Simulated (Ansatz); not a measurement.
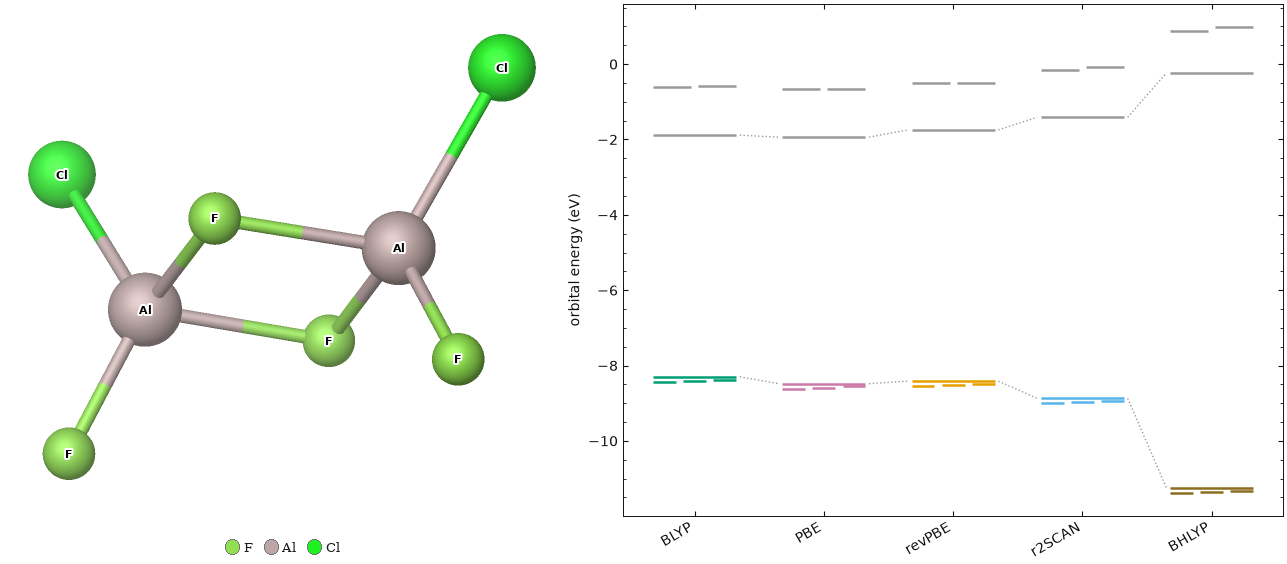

Frontier orbital energies of Al₂Cl₂F₄, SMILES [F][Al@-]1([Cl])[F+][Al@@-]([F])([Cl])[F+]1, singlet at one geometry, def2-TZVPP, the Ansatz code 0.2.0, at a PBE0-D4/def2-TZVP geometry (a minimum by its frequencies). Empty levels are grey, levels within 0.1 eV stand side by side; all columns show the same few orbitals around the gap. Dotted lines join the HOMOs and the LUMOs.

> How do the frontier levels move from column to column?

The separation grows from 6.41 eV (BLYP) to 11.02 eV (BHLYP).

| level | HOMO (eV) | LUMO (eV) | separation (eV) |
| --- | --- | --- | --- |
| BLYP | −8.30 | −1.88 | 6.41 |
| PBE | −8.48 | −1.94 | 6.54 |
| revPBE | −8.41 | −1.75 | 6.67 |
| r2SCAN | −8.87 | −1.41 | 7.46 |
| BHLYP | −11.25 | −0.23 | 11.02 |

Limits of at least one run: empty levels above zero depend strongly on the basis.
